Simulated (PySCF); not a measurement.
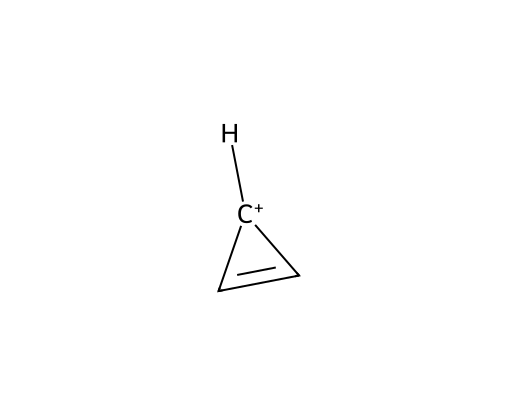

2D structure. Charge +1, singlet.

**Write the SMILES.**

c1c[cH+]1

**What is the molecular formula?**

C3H3, charge +1.

**An optimisation with PBE0-D3(BJ)/def2-SVP gave a structure of which point group?**

D3h.

The parts below concern this one geometry. Atoms keep their numbers from picture to picture. The geometry was computed by an optimisation with PBE0-D3(BJ)/def2-SVP. No frequency run is at hand to confirm it as a minimum.

## Polarisability

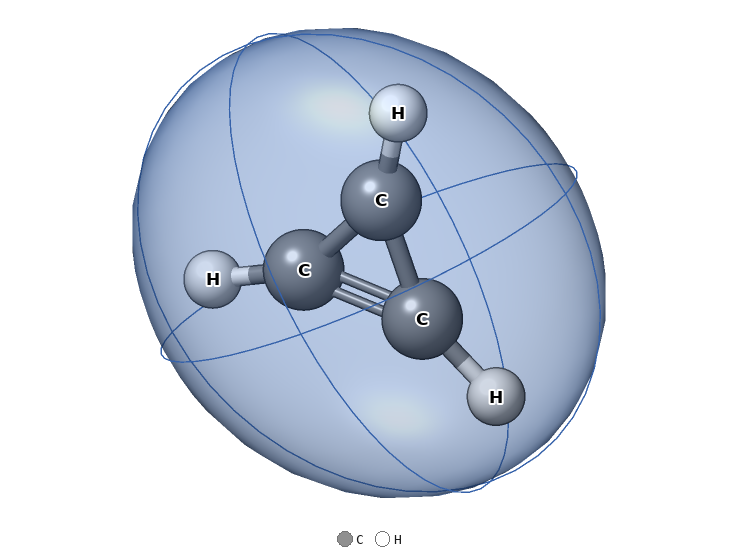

The ellipsoid shows the static dipole polarisability: its half-axes are proportional to the principal values. No frequency run is at hand to confirm it as a minimum. Method: CAM-B3LYP/def2-SVPD (PySCF 2.14.0).

**Give the principal values, the mean and the anisotropy.**

Principal values 16.4, 26.9, 26.9 bohr³; mean 23.4 bohr³ (3.46 Å³); anisotropy 10.5 bohr³, so the longest axis is 1.64 times the shortest.

## Levels of theory compared

No frequency run is at hand to confirm it as a minimum. Program: PySCF 2.14.0.

Tabulate HOMO energy (eV) at these levels: BHandHLYP/aug-pcX-1 (pcseg-1 on H); CAM-B3LYP/def2-SVPD; CAM-B3LYP/def2-SVPD in acetonitrile (IEF-PCM); CAM-B3LYP/def2-SVPD in chloroform (IEF-PCM); PBE0/pcSseg-1 in acetonitrile (IEF-PCM); PBE0/pcSseg-1 in chloroform (IEF-PCM).

```csv
level,HOMO energy (eV)
BHandHLYP/aug-pcX-1 (pcseg-1 on H),−19.17
CAM-B3LYP/def2-SVPD,−19.22
CAM-B3LYP/def2-SVPD in acetonitrile (IEF-PCM),−13.77
CAM-B3LYP/def2-SVPD in chloroform (IEF-PCM),−14.79
PBE0/pcSseg-1 in acetonitrile (IEF-PCM),−12.29
PBE0/pcSseg-1 in chloroform (IEF-PCM),−13.31
```

## NMR shielding

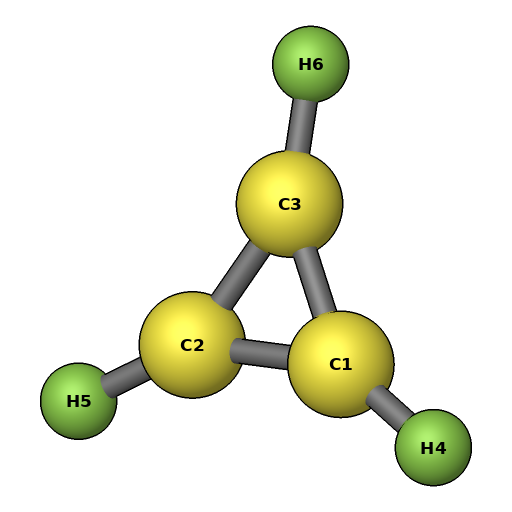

No frequency run is at hand to confirm it as a minimum. Level of theory: GIAO PBE0/pcSseg-1 NMR shielding, non-relativistic, IEF-PCM acetonitrile (PySCF 2.14.0). Principal shieldings σ11 ≤ σ22 ≤ σ33, span Ω = σ33 − σ11, skew κ = 3(σiso − σ22)/Ω.

Give the shielding tensors of the C atoms.

```csv
atom,σ11,σ22,σ33,σiso,Ω,κ
"C1, C2, C3",−124.1,−76.9,207.2,2.1,331.3,0.72
```

Shieldings and span in ppm.
